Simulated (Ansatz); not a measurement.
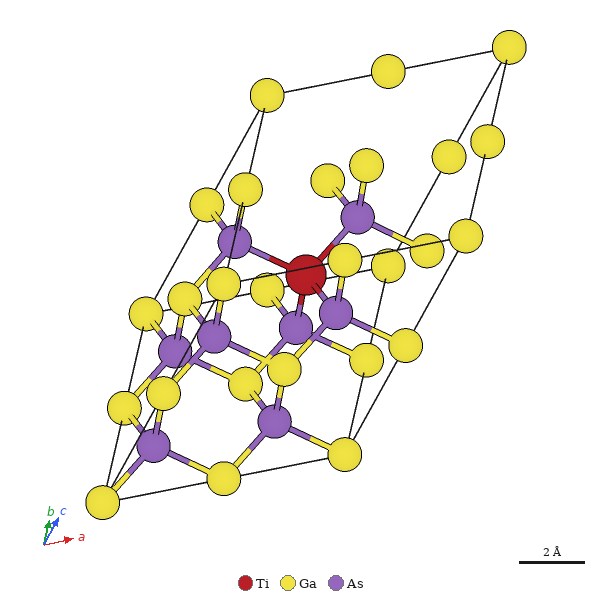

We look at a ball-and-stick model of the crystal from a general direction. The supercell is drawn as a box. The host is GaAs, in a cell of 16 sites, and the cell is neutral.

Q: Name the defect and give its surroundings.

A: Titanium on a gallium site (a substitutional impurity). It is bonded to four As in a tetrahedral arrangement at about 2.5 Å.

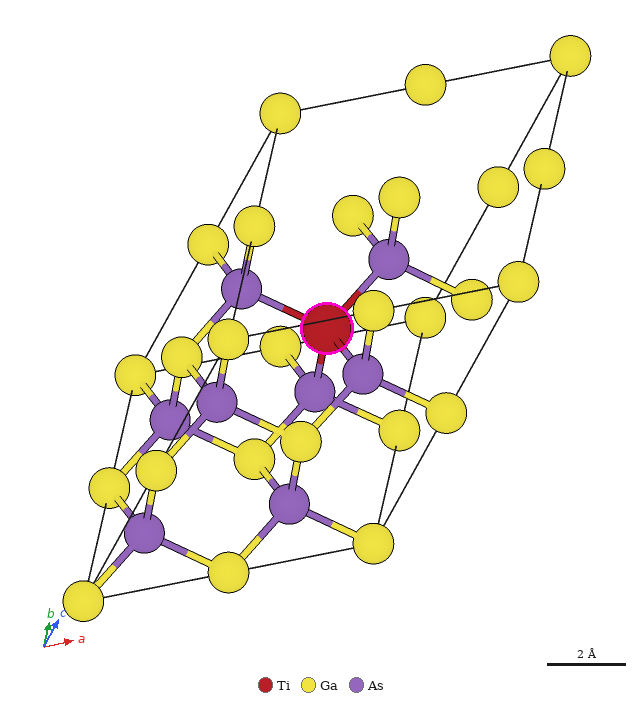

The same cell with a ring at the defect's site.

The atoms were relaxed in the host's cell with DFT HSE06, scalar-relativistic, plane waves, PAW (Ansatz 0.2.0).
